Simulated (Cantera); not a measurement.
Input: 1 mol Si3N4, 1.4 mol CO2, 730 mol H2, held at 0.300 Pa.

These are equilibrium values from Cantera (NASA tables, ideal gas, pure condensed phases), not measurements of a reactor. Candidate condensed phases: C, C6H6, C7H8, C8H18, H2O, Si, SiC, SiO2, Si2N2O, Si3N4; 151 gas species. Mutual solubility and eutectic melting of coexisting phases are not modelled. Equilibrium is a limit: real reactors are often held back by kinetics, nucleation or transport.

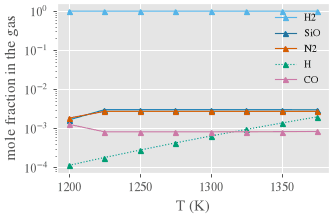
Equilibrium gas composition (values under 1e-9 drawn at 1e-9)

At 1200 K the condensed part is SiC(s) + Si2N2O(s). From 1225 K to 1375 K the condensed part is SiC(s). The main Si-bearing gas is SiO throughout. The share of Si in condensed phases is highest at 1200 K (59.7 %) and lowest at 1375 K (26.2 %).
